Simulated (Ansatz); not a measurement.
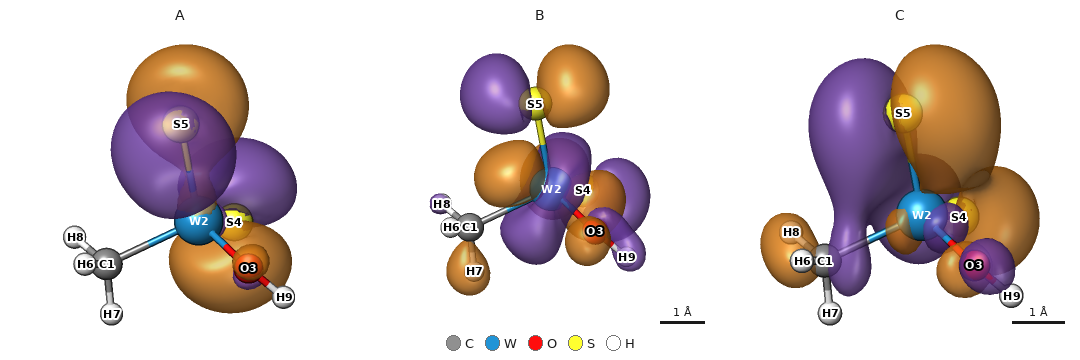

CH4OS2W (SMILES [CH3][W]([OH])(=[S])=[S]). Three frontier orbitals at ±0.08 Å⁻³ᐟ² (orange and purple are the two phases), in no order.

Geometry: PBE0-D4/def2-TZVP; core potentials replace the inner electrons of W.

All numbers below come from Ansatz, RKS PBE0-D4/def2-TZVPP.

```xyz
9

C    -1.3497   -0.0345    0.0533
W     0.7006    0.2852   -0.2545
O     1.6170   -0.4741    1.1835
S     1.1186   -0.6139   -2.1288
S     0.9124    2.3965   -0.3366
H    -1.6382    0.4202    1.0061
H    -1.5499   -1.1099    0.0799
H    -1.9428    0.4153   -0.7451
H     2.1320   -1.2848    1.1421
```

Order the three orbitals by energy and name them.

C is the HOMO−1 (−7.99 eV). It lies mainly on S5 (about 50 %), S4 (about 20 %) and W2 (about 15 %); largely a combination of lone pairs on S5 and S4. A is the HOMO (−7.20 eV). By Hirshfeld shares it lies mainly on S5 (about 50 %), S4 (about 40 %) and W2 (about 10 %); largely a combination of lone pairs on S5 and S4. B is the LUMO (−2.54 eV). Its weight (Hirshfeld) is mainly on W2 (about 50 %), S5 (about 25 %) and S4 (about 15 %).

What is the HOMO–LUMO gap?

4.66 eV between the orbital energies.
